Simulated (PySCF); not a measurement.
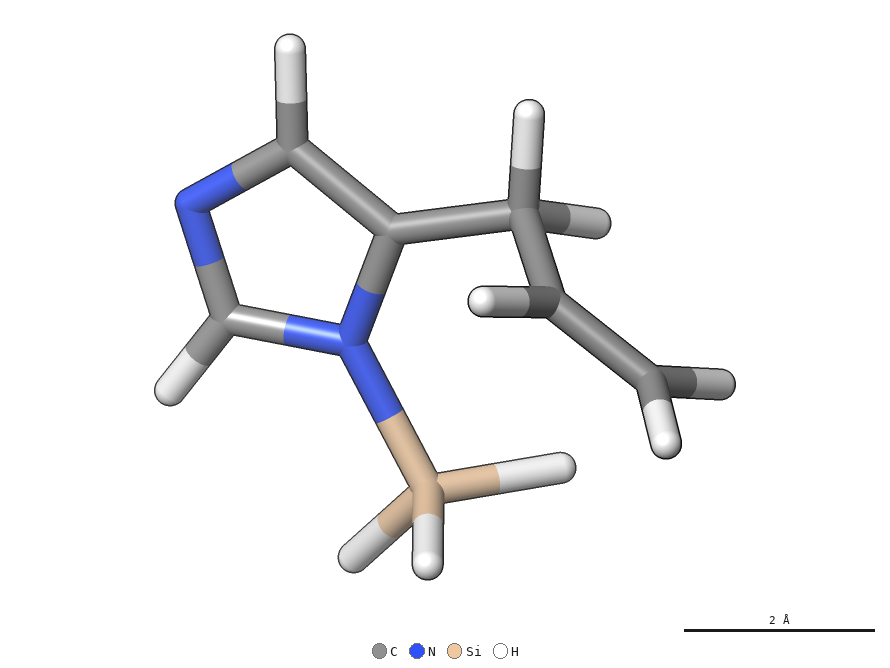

Every bond is drawn as one stick, whatever its order.

Description:

The molecule is C₆H₁₀N₂Si. SMILES: `C=CCc1cncn1[SiH3]`. Independent rings (smallest set): 1 of 5 members, 1 of them aromatic. Among its groups: alkene, Si–H bond, Si–N bond. The point group is C1. Coordination: 5 C trigonal planar; 1 C tetrahedral; 1 N bent; 1 N trigonal planar; 1 Si tetrahedral.

The parts below concern this one geometry. Atoms keep their numbers from picture to picture. The computed structure is the end point of a PBE0-D3(BJ)/def2-SVP optimisation. No frequency run is at hand to confirm it as a minimum.

### Core levels

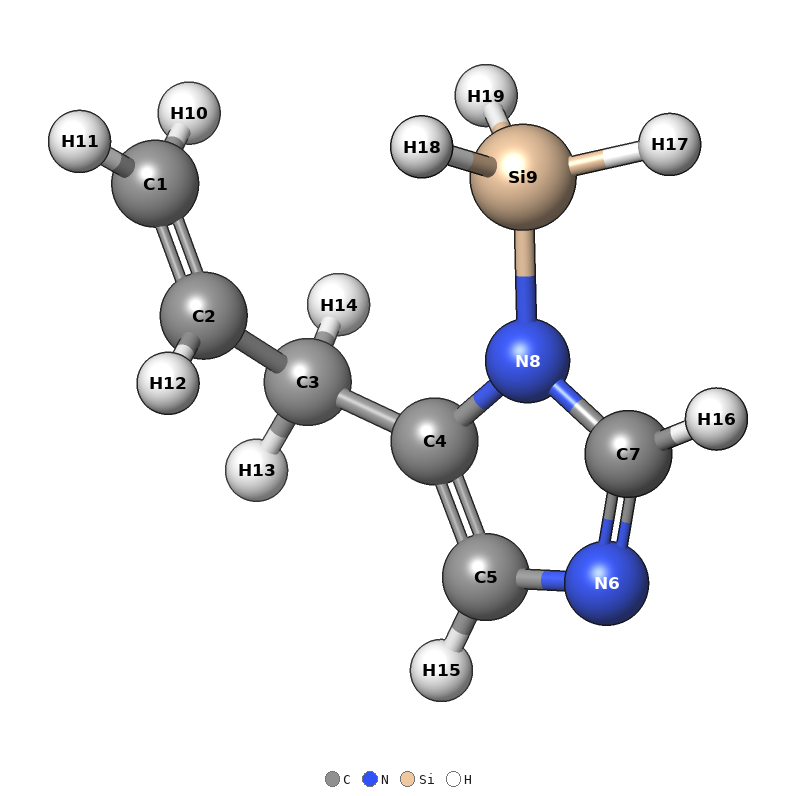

No frequency run is at hand to confirm it as a minimum. Level of theory: delta-SCF UKS SCAN, pcX-2 on the ionised atom, pcseg-1 elsewhere, spin-free X2C (PySCF 2.14.0).

Give the core-electron binding energies (to vacuum; p and d levels without spin–orbit splitting) of C1 1s, C2 1s, C3 1s, C4 1s, C5 1s, N6 1s, C7 1s, N8 1s, Si9 1s, Si9 2p.

```
atom  level  binding energy (eV)
  C1     1s                290.3
  C2     1s                290.7
  C3     1s                291.2
  C4     1s                290.8
  C5     1s                290.3
  N6     1s                404.0
  C7     1s                291.4
  N8     1s                405.6
 Si9     1s               1847.5
 Si9     2p                107.8
```

### Excitation

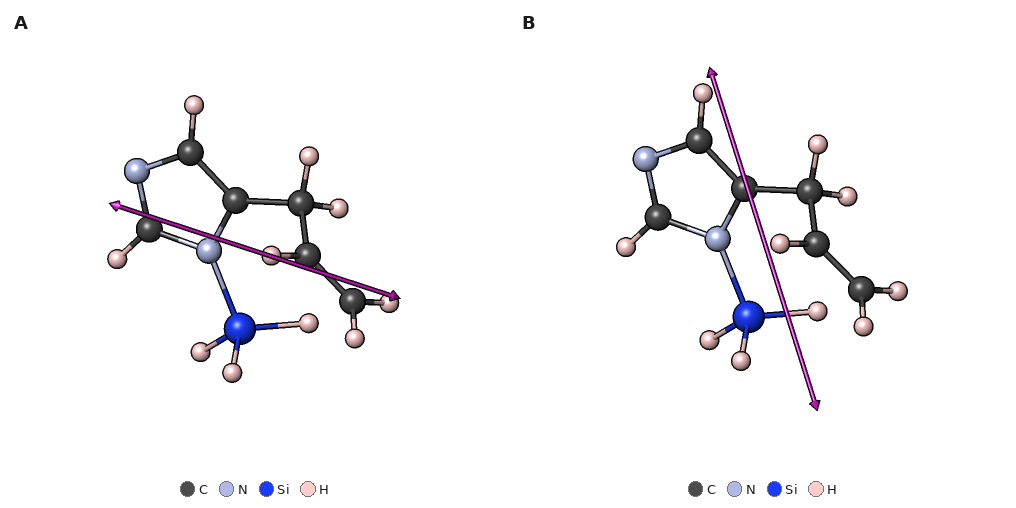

The double arrows show the directions of two transition dipoles from the ground state (lengths mean nothing). No frequency run is at hand to confirm it as a minimum. Method: TDDFT CAM-B3LYP/def2-SVPD, vertical, gas phase, core orbitals frozen in the response (PySCF 2.14.0).

Question: One belongs to singlet state 6 and one to singlet state 9. Which is which?

Answer: A: state 6, 6.99 eV (177 nm), oscillator strength 0.017, of mixed character, with the largest part HOMO → LUMO+6 (weight 0.45).
B: state 9, 7.21 eV (172 nm), oscillator strength 0.043, of mixed character, with the largest part HOMO → LUMO+5 (weight 0.27).

### NMR shielding

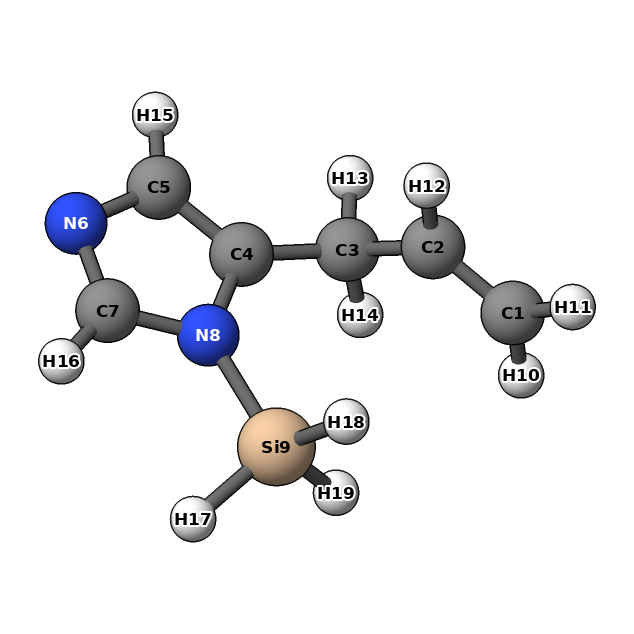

No frequency run is at hand to confirm it as a minimum. Level of theory: GIAO PBE0/pcSseg-1 NMR shielding, non-relativistic, gas phase (PySCF 2.14.0). Principal shieldings σ11 ≤ σ22 ≤ σ33, span Ω = σ33 − σ11, skew κ = 3(σiso − σ22)/Ω.

Question: Which C atom has the most anisotropic shielding?

Answer: C2, with a span of 239 ppm.

Give the shielding tensors of the C atoms.

```json
{"atom": "C1", "σ11": "−56.6", "σ22": "73.5", "σ33": "155.6", "σiso": "57.5", "Ω": "212.2", "κ": "−0.23"}
{"atom": "C2", "σ11": "−87.3", "σ22": "44.6", "σ33": "152.1", "σiso": "36.4", "Ω": "239.4", "κ": "−0.10"}
{"atom": "C3", "σ11": "134.6", "σ22": "147.6", "σ33": "166.5", "σiso": "149.6", "Ω": "31.9", "κ": "0.18"}
{"atom": "C4", "σ11": "−34.2", "σ22": "51.2", "σ33": "127.8", "σiso": "48.3", "Ω": "161.9", "κ": "−0.05"}
{"atom": "C5", "σ11": "−26.9", "σ22": "56.2", "σ33": "115.1", "σiso": "48.2", "Ω": "142.0", "κ": "−0.17"}
{"atom": "C7", "σ11": "−38.8", "σ22": "56.8", "σ33": "97.1", "σiso": "38.4", "Ω": "135.9", "κ": "−0.41"}
```

Shieldings and span in ppm.

### Quadrupole coupling

No frequency run is at hand to confirm it as a minimum. Electric field gradients from the ground-state density, PBE0/pcSseg-1 (PySCF 2.14.0), non-relativistic apart from any core potentials.

Give the largest field-gradient component, the quadrupole coupling constant and the asymmetry for 14N at N6 (Q = 20.44 mb), 14N at N8 (Q = 20.44 mb), 2H at H10 (Q = 2.86 mb), 2H at H11 (Q = 2.86 mb), 2H at H12 (Q = 2.86 mb), 2H at H13 (Q = 2.86 mb).

```csv
atom,V_zz (a.u.),e²qQ/h (MHz),η
N6,−0.955,−4.58,0.13
N8,−0.426,−2.04,0.58
H10,0.303,0.204,0.06
H11,0.307,0.206,0.05
H12,0.296,0.199,0.06
H13,0.284,0.191,0.02
```
